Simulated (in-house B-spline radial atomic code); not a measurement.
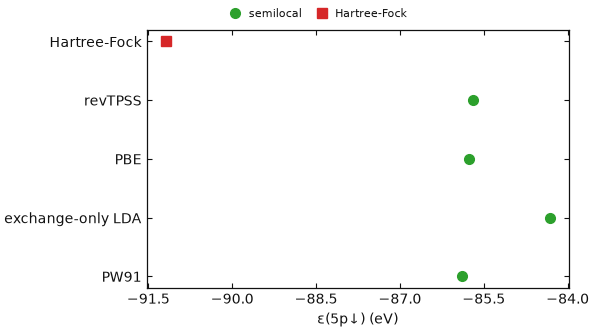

Ce⁶⁺ (Z = 58, 52 electrons) in the configuration [Kr] 4d10 5s2 5p4 (high spin). All runs are scalar-relativistic, spin-polarised and spherical, computed with an in-house B-spline radial code (spin-free X2C). Hartree-Fock is the average over the configuration. The plot shows the eigenvalue (eV) of the 5p down orbital by 5 methods.

Q: How much do the methods differ, and in which order?

A: The deepest is Hartree-Fock (−91.19) and the shallowest exchange-only LDA (−84.32), a spread of 6.87 eV. In order (eV): Hartree-Fock (−91.19), PW91 (−85.90), PBE (−85.76), revTPSS (−85.69), exchange-only LDA (−84.32). On the whole, exact exchange removes self-interaction and deepens occupied levels.
